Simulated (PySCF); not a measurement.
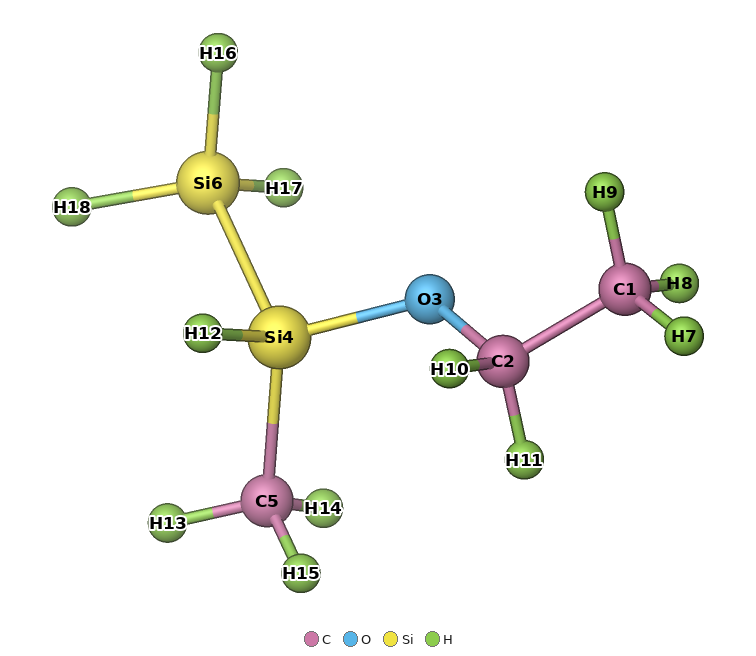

Computed geometry: PBE0-D3(BJ)/def2-SVP optimisation. No frequency run is at hand to confirm it as a minimum. Properties computed with delta-SCF UKS SCAN, pcX-2 on the ionised atom, pcseg-1 elsewhere, spin-free X2C (PySCF 2.14.0).

Give the core-electron binding energies (to vacuum; p and d levels without spin–orbit splitting) of C1 1s, C2 1s, O3 1s, Si4 1s, Si4 2p, C5 1s, Si6 1s, Si6 2p.

```json
{"atom": "C1", "level": "1s", "binding energy (eV)": "290.6"}
{"atom": "C2", "level": "1s", "binding energy (eV)": "292.1"}
{"atom": "O3", "level": "1s", "binding energy (eV)": "537.6"}
{"atom": "Si4", "level": "1s", "binding energy (eV)": "1846.5"}
{"atom": "Si4", "level": "2p", "binding energy (eV)": "106.8"}
{"atom": "C5", "level": "1s", "binding energy (eV)": "290.1"}
{"atom": "Si6", "level": "1s", "binding energy (eV)": "1846.0"}
{"atom": "Si6", "level": "2p", "binding energy (eV)": "106.5"}
```
